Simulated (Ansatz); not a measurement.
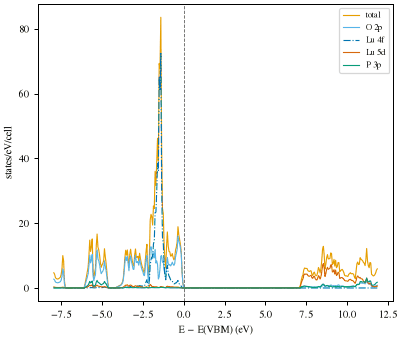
Figure. Total and projected density of states of LuPO₄ in space group I4_1/amd (No. 141; Lu on 4a, P on 4b, O on 16h), plane-wave PAW r²SCAN (Ansatz code)

**Question.** Which orbitals carry the states next to the gap?

**Answer.** Top 1 eV of the valence band: O 2p 78 %, Lu 4f 18 %. Bottom 1 eV of the conduction band: Lu 5d 70 %, P 3p 9 %, O 2p 7 %. Projections are on Löwdin-orthogonalised atomic valence shells; empty p or d shells of many metals are not among them.

**Question.** Where is the tallest occupied peak in this window, and what makes it?

**Answer.** Near -1.4 eV, about 84 states/eV per cell; the largest projected share is Lu 4f.

The workflow started from an entry of the Crystallography Open Database (COD, 298 K). Its standing as an ambient phase is unchecked. The r²SCAN relaxation kept the symmetry of its start; its stability against distortions is not shown here. Spin–orbit coupling is left out wherever it is not named.

Potentials: the later of the program's two PAW sets.
